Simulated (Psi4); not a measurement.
# NSF3 (thiazyl trifluoride): CAM-B3LYP/def2-SVPD

What is the vertical singlet–triplet gap of NSF3 (thiazyl trifluoride) at CAM-B3LYP/def2-SVPD? 

The results are computed with Psi4 1.11.

3 further runs of the same task are left out: 1 that didn't finish, 2 set aside as unsound or not needed.

## (1) The structure to begin with

NSF3 has 5 atoms, charge 0, and is taken as a singlet. As SMILES, `N#S(F)(F)F`. The shape is that of a PBE0-D4/def2-TZVP optimisation.

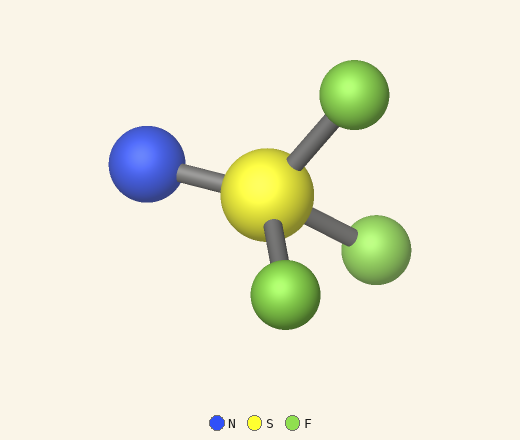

Viewed from a chosen angle; nitrogen blue, sulfur yellow, fluorine green.

## (2) Energy and forces at CAM-B3LYP/def2-SVPD

f3ns.json reads:

```json
{
 "schema_name": "qcschema_input",
 "schema_version": 1,
 "molecule": {
  "schema_name": "qcschema_molecule",
  "schema_version": 2,
  "symbols": ["N", "S", "F", "F", "F"],
  "geometry": [-0.66070494, -0.00784236, 3.00727236, -0.08945963, -0.00105825, 0.40721708, 1.93388902, -1.77501975, -0.77286019, -2.09498818, -0.60019591, -1.65490876, 0.91124483, 2.38409738, -0.9867205],
  "molecular_charge": 0,
  "molecular_multiplicity": 1,
  "fix_symmetry": "c1"
 },
 "driver": "gradient",
 "model": {
  "method": "cam-b3lyp",
  "basis": "def2-SVPD"
 },
 "keywords": {
  "puream": true,
  "e_convergence": 1e-09,
  "d_convergence": 1e-08,
  "scf_type": "pk",
  "dft_radial_points": 99,
  "dft_spherical_points": 590,
  "scf_properties": ["MULLIKEN_CHARGES", "QUADRUPOLE", "MAYER_INDICES"]
 }
}
```

The run is started by

```bash
$ psi4 --qcschema f3ns.json -n 1 --memory 1600MB
```

stdout:

```text
[...]
  Running in c1 symmetry.
[...]
  Nuclear repulsion =  284.226728961951039
[...]
  Multiplicity = 1
[...]
  Nalpha       = 25
  Nbeta        = 25
[...]
    Number of basis functions: 116
[...]
   @RKS iter   1:  -751.50884311442235    7.25554e-01   7.95048e-03 DIIS/ADIIS
[...]
   @RKS iter  11:  -751.86091848608567   -1.02318e-11   4.22375e-09 DIIS
[...]
    Orbital Energies [Eh]
    ---------------------
    Doubly Occupied:
       1A    -89.268894     2A    -24.874726     3A    -24.874644
       4A    -24.874642     5A    -14.443955     6A     -8.323368
       7A     -6.292654     8A     -6.292654     9A     -6.290921
      10A     -1.460198    11A     -1.363489    12A     -1.363488
      13A     -1.070846    14A     -0.834748    15A     -0.735475
      16A     -0.735475    17A     -0.651112    18A     -0.630260
      19A     -0.630258    20A     -0.580943    21A     -0.580943
      22A     -0.565380    23A     -0.478102    24A     -0.415757
      25A     -0.415756
[...]
  @RKS Final Energy:  -751.86091848608567
   => Energetics <=
    Nuclear Repulsion Energy =            284.2267289619510393
    One-Electron Energy =               -1602.8871835705394915
    Two-Electron Energy =                 614.9210507021302874
    DFT Exchange-Correlation Energy =     -48.1215145796275507
    Empirical Dispersion Energy =           0.0000000000000000
    VV10 Nonlocal Energy =                  0.0000000000000000
    Total Energy =                       -751.8609184860856658
[...]
 Multipole Moments:
 ------------------------------------------------------------------------------------
     Multipole            Electronic (a.u.)      Nuclear  (a.u.)        Total (a.u.)
 ------------------------------------------------------------------------------------
 L = 1.  Multiply by 2.5417464519 to convert [e a0] to [Debye]
 Dipole X            :          0.5085585           -0.3438495            0.1647090
 Dipole Y            :          0.0060409           -0.0040747            0.0019662
 Dipole Z            :         -2.3147526            1.5651108           -0.7496418
 Magnitude           :                                                    0.7675257
 L = 2.  Multiply by 1.3450342976 to convert [e a0^2] to [Debye ang]
 Quadrupole XX       :       -108.4375536           83.8098933          -24.6276603
 Quadrupole XY       :         -0.0148376            0.0125774           -0.0022602
[...]
  Mulliken Charges: (a.u.)
   Center  Symbol    Alpha    Beta     Spin     Total
       1     N     3.61630  3.61630  0.00000 -0.23260
       2     S     7.26119  7.26119  0.00000  1.47763
       3     F     4.70751  4.70751  0.00000 -0.41501
       4     F     4.70750  4.70750  0.00000 -0.41501
       5     F     4.70751  4.70751  0.00000 -0.41501
   Total alpha = 25.00000, Total beta = 25.00000, Total charge =  0.00000
  Mayer Bond Indices:
[...]
  -Total Gradient:
     Atom            X                  Y                   Z
    ------   -----------------  -----------------  -----------------
       1        0.004017828747     0.000046623951    -0.018294401751
       2        0.007478549824     0.000090227468    -0.034027817797
       3       -0.021008157850     0.018101479714     0.013730824960
       4        0.020123941209     0.006117497018     0.022721641711
       5       -0.010586558420    -0.024360317515     0.015914582688
[...]
```

The result, in JSON:

```text
{
 "driver": "gradient",
 "model": {
  "method": "cam-b3lyp",
  "basis": "def2-SVPD"
 },
 "success": true,
 "return_result": [0.0040178287474653684, 4.662395077104629e-05, -0.018294401751412948, 0.007478549824023642, 9.022746817773835e-05, -0.03402781779668575, -0.02100815785006581, 0.01810147971414927, 0.013730824960467014, 0.020123941208525495, 0.00611749701825362, 0.02272164171118285, -0.01058655842013801, -0.024360317515440183, 0.015914582688403706],
 "properties": {
  "calcinfo_nbasis": 116,
  "calcinfo_nmo": 116,
  "calcinfo_nalpha": 25,
  "calcinfo_nbeta": 25,
  "calcinfo_natom": 5,
  "nuclear_repulsion_energy": 284.22672896195104,
  "return_energy": -751.8609184860857,
  "return_gradient": [0.0040178287474653684, 4.662395077104629e-05, -0.018294401751412948, 0.007478549824023642, 9.022746817773835e-05, -0.03402781779668575, -0.02100815785006581, 0.01810147971414927, 0.013730824960467014, 0.020123941208525495, 0.00611749701825362, 0.02272164171118285, -0.01058655842013801, -0.024360317515440183, 0.015914582688403706],
  "scf_one_electron_energy": -1602.8871835705395,
  "scf_two_electron_energy": 614.9210507021303,
  "scf_xc_energy": -48.12151457962755,
  "scf_dipole_moment": [0.16470897914378746, 0.001966215878060673, -0.7496417991294466],
  "scf_total_energy": -751.8609184860857,
  "scf_total_gradient": [0.0040178287474653684, 4.662395077104629e-05, -0.018294401751412948, 0.007478549824023642, 9.022746817773835e-05, -0.03402781779668575, -0.02100815785006581, 0.01810147971414927, 0.013730824960467014, 0.020123941208525495, 0.00611749701825362, 0.02272164171118285, -0.01058655842013801, -0.024360317515440183, 0.015914582688403706],
  "scf_iterations": 11
 }
}
```

Run time: 34 s. Hardware: 1 thread of AMD EPYC 9B14 (Zen 4), shared host; peak memory 0.84 GiB.

## (3) The triplet

f3ns.xyz reads:

```xyz
5
F3NS
N     -0.349630    -0.004150     1.591380
S     -0.047340    -0.000560     0.215490
F      1.023370    -0.939300    -0.408980
F     -1.108620    -0.317610    -0.875740
F      0.482210     1.261610    -0.522150
```

job.py reads:

```python
import psi4

psi4.set_memory(1600000000)
psi4.set_num_threads(1)
psi4.set_output_file('psi4.out', False)

with open('f3ns.xyz') as f:
    atoms = ''.join(f.readlines()[2:])
geom = psi4.geometry('0 3\n' + atoms + 'symmetry c1\nno_reorient\nno_com')

psi4.set_options({
    'reference': 'uks',
    'puream': True,
    'e_convergence': 1e-09,
    'd_convergence': 1e-08,
    'scf_type': 'pk',
    'dft_radial_points': 99,
    'dft_spherical_points': 590,
    'maxiter': 100,
})

e, wfn = psi4.gradient('cam-b3lyp/def2-SVPD', return_wfn=True)
psi4.oeprop(wfn, 'QUADRUPOLE', 'WIBERG_LOWDIN_INDICES', 'DIPOLE', title='CAM-B3LYP')
print('gradient / Eh bohr^-1')
print(e.np.round(6))
print(f'energy = {wfn.energy():.10f} Eh')
for k, v in sorted(psi4.core.scalar_variables().items()):
    print(f'{k:45s} {v:18.10f}')
```

The run is started by

```bash
$ python job.py
```

psi4.out (excerpt; [...] marks lines left out):

```text
[...]
  Running in c1 symmetry.
[...]
  Nuclear repulsion =  284.226728899419868
[...]
  Multiplicity = 3
[...]
  Nalpha       = 26
  Nbeta        = 24
[...]
    Number of basis functions: 116
[...]
   @UKS iter   1:  -751.46342573964887    7.70971e-01   5.91375e-03 DIIS/ADIIS
[...]
   @UKS iter  73:  -751.64718772961783   -1.42109e-11   6.94298e-09 DIIS
[...]
   @S^2 Observed:                2.005136795E+00
[...]
  @UKS Final Energy:  -751.64718772961783
   => Energetics <=
    Nuclear Repulsion Energy =            284.2267288994198680
    One-Electron Energy =               -1603.1810407740672417
    Two-Electron Energy =                 615.4877433912887454
    DFT Exchange-Correlation Energy =     -48.1806192462592193
    Empirical Dispersion Energy =           0.0000000000000000
    VV10 Nonlocal Energy =                  0.0000000000000000
    Total Energy =                       -751.6471877296178263
[...]
  -Total Gradient:
     Atom            X                  Y                   Z
    ------   -----------------  -----------------  -----------------
       1        0.049126356873     0.007440798318    -0.215002704569
       2       -0.013226826593    -0.003768056796     0.055628442397
       3       -0.088259974104     0.074932646620     0.033138150227
       4        0.093215745044     0.021844738491     0.073038420020
       5       -0.040828732262    -0.100455330642     0.053245102238
[...]
 Multipole Moments:
 ------------------------------------------------------------------------------------
     Multipole            Electronic (a.u.)      Nuclear  (a.u.)        Total (a.u.)
 ------------------------------------------------------------------------------------
 L = 1.  Multiply by 2.5417464519 to convert [e a0] to [Debye]
 Dipole X            :         -0.7178668            0.6950224           -0.0228444
 Dipole Y            :         -0.0536721            0.0081069           -0.0455652
 Dipole Z            :          3.2114456           -3.1640251            0.0474204
 Magnitude           :                                                    0.0696186
 L = 2.  Multiply by 1.3450342976 to convert [e a0^2] to [Debye ang]
 Quadrupole XX       :       -109.0701412           83.8171899          -25.2529512
 Quadrupole XY       :         -0.3273031            0.0126621           -0.3146410
[...]
```

On the terminal:

```text
gradient / Eh bohr^-1
[[ 0.049126  0.007441 -0.215003]
 [-0.013227 -0.003768  0.055628]
 [-0.08826   0.074933  0.033138]
 [ 0.093216  0.021845  0.073038]
 [-0.040829 -0.100455  0.053245]]
energy = -751.6471877296 Eh
CURRENT ENERGY                                   -751.6471877296
CURRENT REFERENCE ENERGY                         -751.6471877296
DD SOLVATION ENERGY                                 0.0000000000
DFT FUNCTIONAL TOTAL ENERGY                      -751.6471877296
DFT TOTAL ENERGY                                 -751.6471877296
DFT VV10 ENERGY                                     0.0000000000
DFT XC ENERGY                                     -48.1806192463
GRID ELECTRONS ALPHA                               26.0000006223
GRID ELECTRONS BETA                                24.0000006139
GRID ELECTRONS TOTAL                               50.0000012362
NUCLEAR REPULSION ENERGY                          284.2267288994
ONE-ELECTRON ENERGY                             -1603.1810407741
PCM POLARIZATION ENERGY                             0.0000000000
PE ENERGY                                           0.0000000000
SCF ITERATION ENERGY                             -751.6471877296
SCF ITERATIONS                                     73.0000000000
SCF TOTAL ENERGY                                 -751.6471877296
TWO-ELECTRON ENERGY                               615.4877433913
XC GRID RADIAL POINTS                              99.0000000000
XC GRID SPHERICAL POINTS                          590.0000000000
XC GRID TOTAL POINTS                           283178.0000000000
```

Wall time 2.9 min (1 thread of AMD EPYC 9B14 (Zen 4), shared host); peak memory 0.84 GiB.

## (4) Results

At CAM-B3LYP/def2-SVPD:

| quantity | value |
| --- | --- |
| singlet: total energy | -751.86092 Eh |
| singlet: dipole moment | 1.95 D |
| singlet: HOMO energy | -11.31 eV |
| singlet: LUMO energy | -0.55 eV |
| singlet: HOMO–LUMO gap | 10.76 eV |
| singlet: largest force on an atom | 1.792 eV/Å |
| triplet: total energy | -751.64719 Eh |
| triplet: dipole moment | 0.18 D |
| triplet: HOMO energy (highest over α and β) | -5.49 eV |
| triplet: ⟨S²⟩ | 2.005 |
| triplet: largest force on an atom | 11.347 eV/Å |
| vertical energy of the triplet above the singlet | 5.816 eV |

What this shows: At this shape the triplet lies 5.82 eV (134 kcal/mol) above the singlet. The largest force (singlet) is 1.79 eV/Å: the shape isn't a stationary point for this species at this level. Mulliken charges (singlet) run from -0.42 on F3 to +1.48 on S2; in a basis this large or diffuse they mean little.
